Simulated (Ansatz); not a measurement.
System: C₃H₂ (SMILES [C]#C[CH2-]) (charge −1, doublet).

Input

```
crystal:
  periodic: [false, false, false]
  atoms:
    - symbol: C
      position_ang: [0.072945, 0.168774, -0.003112]
    - symbol: C
      position_ang: [-0.364186, 1.291039, 0.412144]
    - symbol: C
      position_ang: [0.543968, -1.040485, -0.450568]
    - symbol: H
      position_ang: [-0.041611, -1.682412, -1.121349]
    - symbol: H
      position_ang: [1.529754, -1.426186, -0.160084]
basis:
  gaussian: {orbitals: def2-TZVPD}
total_charge: -1
magnetization: {spin_polarized: true, initial_magnetization: 1}
hamiltonian: {xc: pbe0}
output: {forces: true, orbitals: {seedname: orbitals}}
```

Run with:

```sh
ansatz run input.yaml --threads 1 --pin off --max-ram 2610MiB --events-out events.jsonl --progress --plain --runs-dir runs
```

Geometry: PBE0-D3(BJ)/def2-SVPD; the highest occupied orbital lies above zero, a sign that basis and functional describe the outermost electron poorly.

The calculation used Ansatz 0.2.0, isolated molecule in a Gaussian basis; Kohn-Sham density functional theory, functional PBE0.

What will maps of the electron density, electron localisation function and spin density show?

C–C (1.27 Å): ρ at the midpoint is about 2.6 e/Å³; the ELF peaks at about 0.90 between the atoms: a short, multiple covalent bond.
C–H (1.10 Å): ρ at the midpoint is about 1.9 e/Å³; the ELF climbs to about 1 towards the hydrogen, as it does in any bond to H; a covalent bond by its length.
C–C (1.37 Å): ρ at the midpoint is about 2.1 e/Å³; the ELF peaks at about 0.95 between the atoms; a covalent bond.
The unpaired spin (1 electron) lies mostly on C2 (about 0.5) and C3 (about 0.4), in electrons by Hirshfeld's partition.

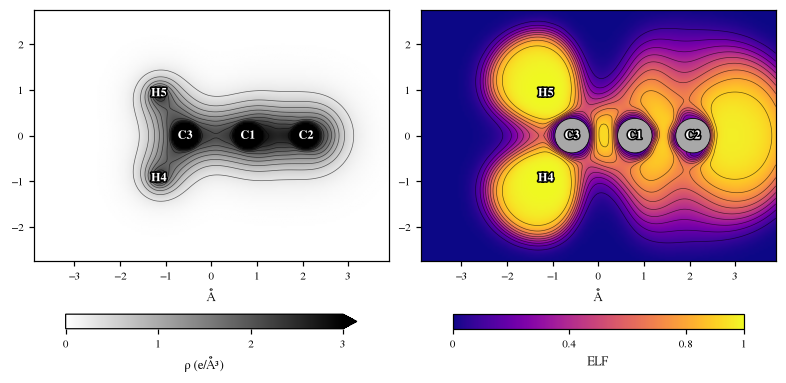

Computed electron density and electron localisation function on the molecular plane, in this order. Grey discs cover the atomic cores in the ELF map. 
